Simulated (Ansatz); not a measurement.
BrH5N2Si

The calculation's input:

```
crystal:
  periodic: [false, false, false]
  atoms:
    - {symbol: Br, position_ang: [1.230805, -1.611447, -0.611890]}
    - {symbol: N, position_ang: [-1.845456, -0.012773, -1.188901]}
    - {symbol: N, position_ang: [0.404098, 1.317785, -1.640367]}
    - {symbol: Si, position_ang: [-0.417029, 0.008254, -0.441293]}
    - {symbol: H, position_ang: [-2.628349, -0.608845, -0.951592]}
    - {symbol: H, position_ang: [-0.063847, 0.629305, 0.866296]}
    - {symbol: H, position_ang: [-0.360708, 1.434359, -2.316424]}
    - {symbol: H, position_ang: [0.620369, 2.217922, -1.207246]}
    - {symbol: H, position_ang: [1.237773, 0.965500, -2.115420]}
basis:
  gaussian:
    orbitals: def2-TZVPD
total_charge: 0
hamiltonian:
  xc: {name: PBE0}
output:
  forces: true
  orbitals: {seedname: orbitals}
```

Command:

```sh
ansatz run input.yaml --threads 1 --pin off --max-ram 2610MiB --events-out events.jsonl --progress --plain --runs-dir runs
```

Geometry: B3LYP/6-31G*.

Theory: isolated molecule in a Gaussian basis; Kohn-Sham density functional theory, functional PBE0 in Ansatz 0.2.0.

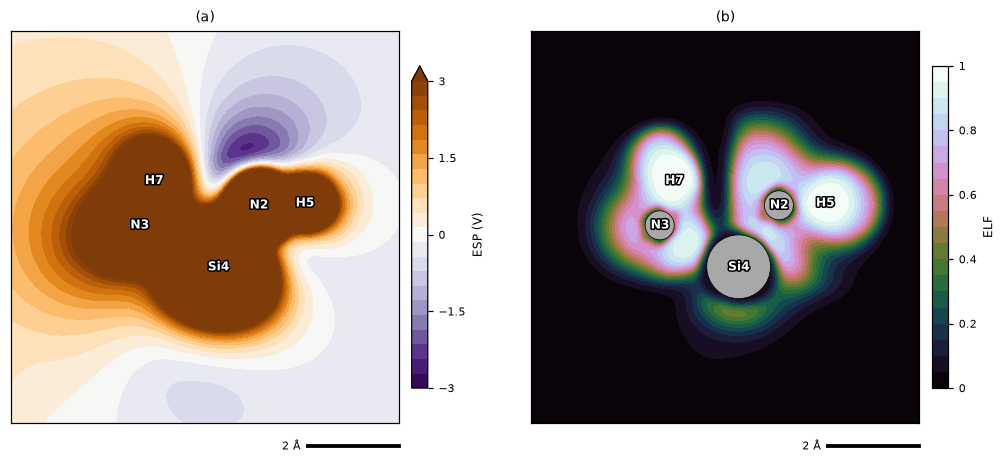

Figure 1. (a) electrostatic potential; (b) electron localisation function on the plane of atoms N2, Si4 and N3. Grey discs cover the atomic cores in the ELF map.

Question: What do the fields say about this system?

Answer:
- The section cuts through N, Si and H sites.
- Si–N (1.61 Å): the ELF peaks at about 0.85 between the atoms (a short, strongly polar bond).
- N–H (1.01 Å): the ELF climbs to about 1 towards the hydrogen, as it does in any bond to H: a covalent bond by its length.
- The ELF also peaks beside N2, away from the bonds: lone-pair regions.
- Outside the dense part of the molecule the potential is most negative (−2.5 V) near N2.

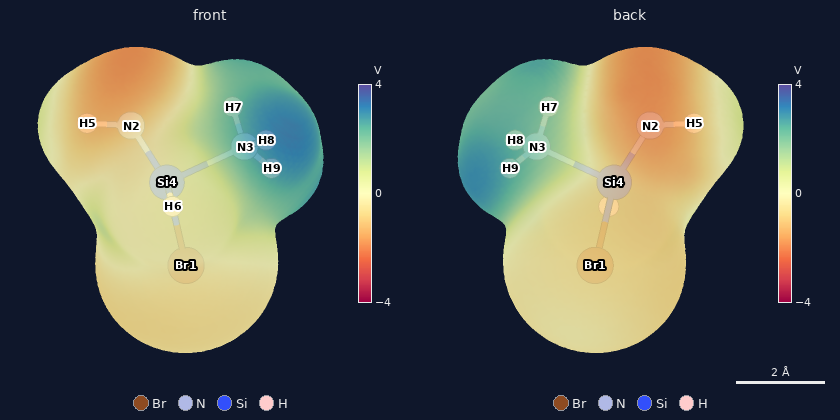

Figure 2. The molecular electrostatic potential painted on the density surface at 0.002 e/bohr³, seen from the front and from behind; the colour scale runs from red (negative) to blue (positive).

Question: Which sites attract a positive test charge, and which a negative one?

Answer: A positive charge is drawn to the negative regions and a negative charge to the positive ones. The most negative region (about −1.9 V) lies over N2, the most positive (about +3.3 V) over H8. N2 is the likeliest acceptor of a hydrogen bond.

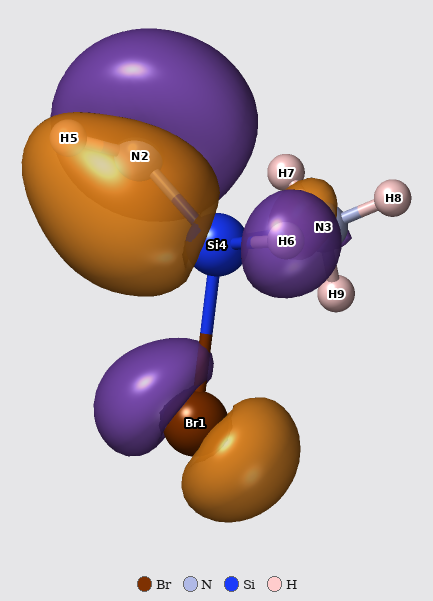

Figure 3. The HOMO−1 at ±0.08 Å⁻³ᐟ² (orange and purple are the two phases), seen at a tilt.

Question: What is the character of this orbital?

Answer: Its weight (Hirshfeld) is mainly on N2 (about 65 %), Si4 (about 15 %) and Br1 (about 10 %). Its energy is −6.95 eV.
